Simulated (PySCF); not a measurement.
# One shape, several levels: PH3 (SMILES P)

We compute a comparison of 6 runs (HF/STO-3G, BHLYP/aug-cc-pVTZ, PBE0/aug-cc-pVTZ, TPSS/aug-cc-pVTZ, revPBE/aug-cc-pVTZ, wB97X/aug-cc-pVTZ) of PH3. Input form: a Python script.

The results are computed with PySCF 2.14.0.

1 further run of the same task is left out (set aside as unsound or not needed). Runs told in other sessions of the task aren't counted.

### 1 The system as given

The species is PH3 (4 atoms), meant as a singlet with charge 0. SMILES: `P`. The P1–H4 distance was set to 2.130 Å, away from the relaxed value. At this shape a bond of the SMILES string is far longer than usual.

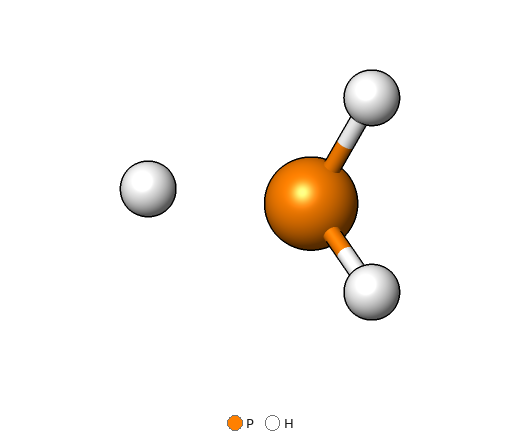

Viewed from a chosen angle; phosphorus orange, hydrogen white.

### 2 The energy at HF/STO-3G (run 1)

calc.py

```python
from pyscf import gto

mol = gto.M(
    atom=[
    ('P', (0.504648, -1.001493, -0.180752)),
    ('H', (0.789548, -0.708993, 1.179048)),
    ('H', (-0.846852, -1.337993, 0.094848)),
    ('H', (0.028700, 1.023500, -0.636900)),
],
    verbose=3,
    basis='sto-3g',
    spin=0,
    max_memory=1860,
)

hf = mol.RHF()
hf.conv_tol = 1e-10
hf.kernel()
if not hf.converged:
    hf = hf.newton().run(hf.mo_coeff, hf.mo_occ)

etot = hf.e_tot
print('E(%s) = %.9f' % ('HF', etot))
```

Started as:

```
$ OMP_NUM_THREADS=1 python calc.py
```

Output:

```text
converged SCF energy = -338.486201566297
E(HF) = -338.486201566
```

Wall time 0.9 s (1 thread of Arm Neoverse V1, shared host); peak memory 0.12 GiB.

### 3 A single-point energy at BHLYP/aug-cc-pVTZ (run 2)

job.py

```python
from pyscf import gto, dft

system = gto.M(
    atom='''
P      0.953647    -1.892547    -0.341572
H      1.492029    -1.339803     2.228078
H     -1.600318    -2.528440     0.179237
H      0.054235     1.934135    -1.203567
''',
    verbose=3,
    basis='aug-cc-pvtz',
    unit='bohr',
    charge=0,
    max_memory=1860,
)

myscf = dft.RKS(system, xc='bhandhlyp')
myscf.conv_tol = 1e-10
myscf.grids.level = 5
myscf.kernel()
if not myscf.converged:
    myscf = myscf.newton().run(myscf.mo_coeff, myscf.mo_occ)

etot = myscf.e_tot
print('Final energy', etot)
```

Started as:

```
$ OMP_NUM_THREADS=1 python job.py
```

Output:

```text
converged SCF energy = -343.071236638517
Final energy -343.0712366385166
```

Run time: 11 s. Hardware: 1 thread of Arm Neoverse V1, shared host; peak memory 0.62 GiB.

Runs 3 to 5 aren't shown in full; the table further down has their settings and results.

### 4 The energy at wB97X/aug-cc-pVTZ (run 6)

run.py

```python
from pyscf import gto, dft

mol = gto.M(
    atom=[
    ('P', (0.504648, -1.001493, -0.180752)),
    ('H', (0.789548, -0.708993, 1.179048)),
    ('H', (-0.846852, -1.337993, 0.094848)),
    ('H', (0.028700, 1.023500, -0.636900)),
],
    verbose=4,
    basis='aug-cc-pvtz',
    max_memory=1860,
)

mf = dft.RKS(mol, xc='wb97x')
mf.conv_tol = 1e-10
mf.grids.level = 5
mf.kernel()
if not mf.converged:
    mf = mf.newton().run(mf.mo_coeff, mf.mo_occ)

energy = mf.e_tot
print('Final energy', energy)
```

Started as:

```
$ OMP_NUM_THREADS=1 python run.py
```

Output:

```text
PySCF version 2.14.0

[... 71 lines left out ...]
converged SCF energy = -343.068930600741
Final energy -343.0689306007412
```

Wall time 20 s (1 thread of Arm Neoverse V1, shared host); peak memory 0.62 GiB.

### 5 Overview of the runs

| run | level | integration grid | energy (Eh) | dipole moment (D) | HOMO energy (eV) | LUMO energy (eV) | wall time |
| --- | --- | --- | --- | --- | --- | --- | --- |
| 1 | HF/STO-3G | – | -338.486202 | 0.89 | -7.16 | 5.89 | 0.9 s |
| 2 | BHLYP/aug-cc-pVTZ | 5 | -343.071237 | 0.94 | -8.83 | -1.43 | 11 s |
| 3 | PBE0/aug-cc-pVTZ | 5 | -342.945512 | 0.82 | -7.91 | -2.29 | 11 s |
| 4 | TPSS/aug-cc-pVTZ | 5 | -343.113801 | 0.83 | -6.99 | -3.01 | 24 s |
| 5 | revPBE/aug-cc-pVTZ | 5 | -343.024089 | 0.79 | -6.86 | -3.11 | 11 s |
| 6 | wB97X/aug-cc-pVTZ | 5 | -343.068931 | 0.92 | -10.16 | -0.31 | 20 s |

### 6 Outcome

| quantity | value |
| --- | --- |
| run 6: total energy | -343.06893 Eh |
| run 6: dipole moment | 0.92 D |
| run 6: HOMO energy | -10.16 eV |
| run 6: LUMO energy | -0.31 eV |
| run 6: HOMO–LUMO gap | 9.86 eV |

In words: The dipole moment (its size) runs from 0.79 D (revPBE/aug-cc-pVTZ) to 0.94 D (BHLYP/aug-cc-pVTZ). The HOMO–LUMO gap runs from 3.75 eV (revPBE/aug-cc-pVTZ) to 13.05 eV (HF/STO-3G). The two ends differ in method and basis. Totals of different functionals can't be ranked against each other. In run 1 the basis is minimal, so the values are rough. In all runs a closed-shell determinant meets a far-stretched bond; if it breaks into open shells, such a determinant describes it badly, and no broken-symmetry solution was shown. All runs together took 78 s, the longest 24 s.
